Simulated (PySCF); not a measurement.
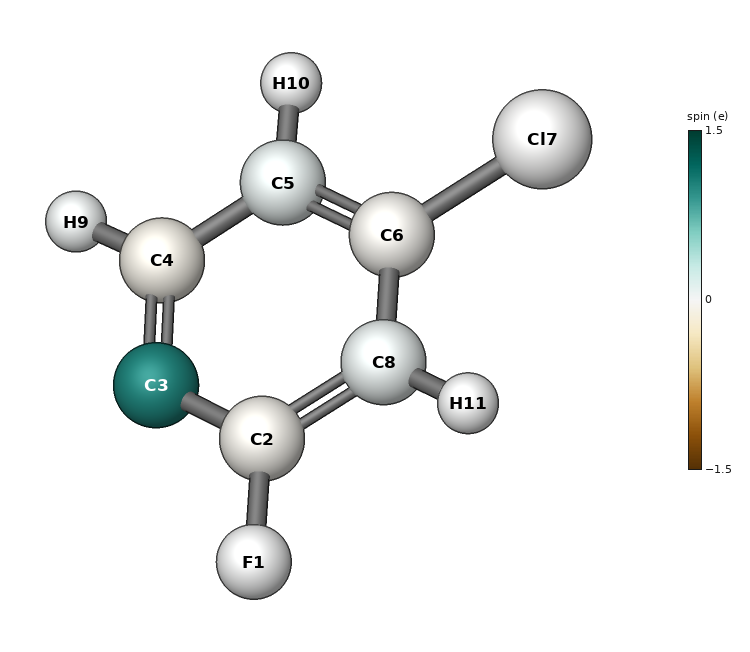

Atoms are coloured by their Mulliken spin populations. The species is neutral and a spin doublet. Computed geometry: GFN2-xTB optimisation. No frequency run is at hand to confirm it as a minimum. Properties computed with UKS B3LYP, pcH-1 on C Cl F H, non-relativistic (PySCF 2.14.0).

Q: Which atom carries the largest spin population?

A: C3 (1.01 e).

Q: Which atom has the lowest spin population?

A: C4 (−0.08 e); a negative value comes from spin polarisation.

Give the Mulliken spin populations atom by atom.

```csv
atom,value (e)
F1,0.01
C2,−0.05
C3,1.01
C4,−0.08
C5,0.06
C6,−0.04
Cl7,0.00
C8,0.05
H9,0.03
H10,0.00
H11,0.01
```

Mulliken values depend strongly on the basis set.
